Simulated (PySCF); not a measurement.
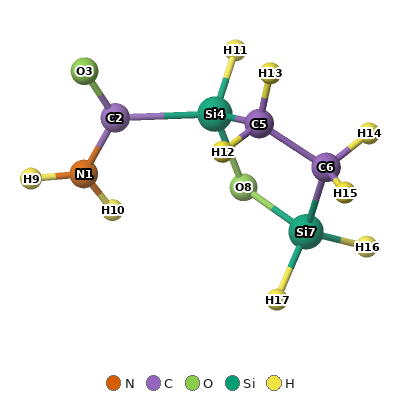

Structure of C₃H₉NO₂Si₂, SMILES NC(=O)[Si@H]1CC[SiH2]O1.

GIAO shifts, WP04/pcSseg-1 in PySCF, at a PBE0-D3(BJ)/def2-SVP geometry (no frequency check), against TMS for ²⁹Si, H₂O for ¹⁷O and TMS for ¹³C computed at the same level (¹⁷O: a single water molecule, while the usual scale starts at liquid water and gives values some tens of ppm lower). Gas phase, fully decoupled, line heights follow the number of nuclei, widths are arbitrary (no quadrupolar broadening); values of one conformer, averaged over methyl-type rotors and exact or near symmetry; other conformers aren't averaged in.

### Predict the ²⁹Si spectrum.

2 signals.


```
δ (ppm)  nuclei  atoms
   −7.3       1    Si7
  −21.0       1    Si4
```

### How many ¹⁷O lines appear, and where?

2 signals.


| δ (ppm) | nuclei | atoms |
| --- | --- | --- |
| 458.4 | 1 | O3 |
| 33.1 | 1 | O8 |

### How many ¹³C lines appear, and where?

3 signals.


```csv
δ (ppm),nuclei,atoms
183.3,1,C2
10.0,1,C6
10.0,1,C5
```

The order of signals that lie close, as those under 2 ppm apart, is within the error of the method.

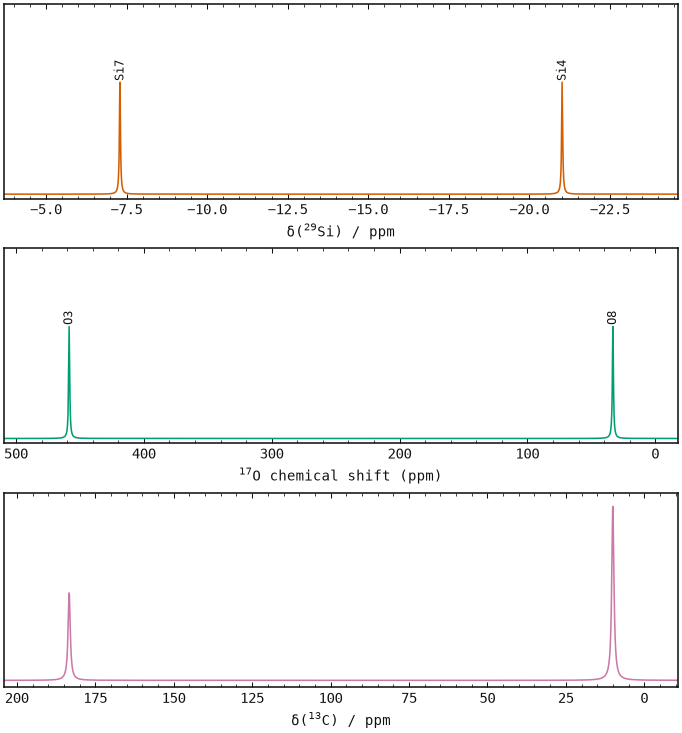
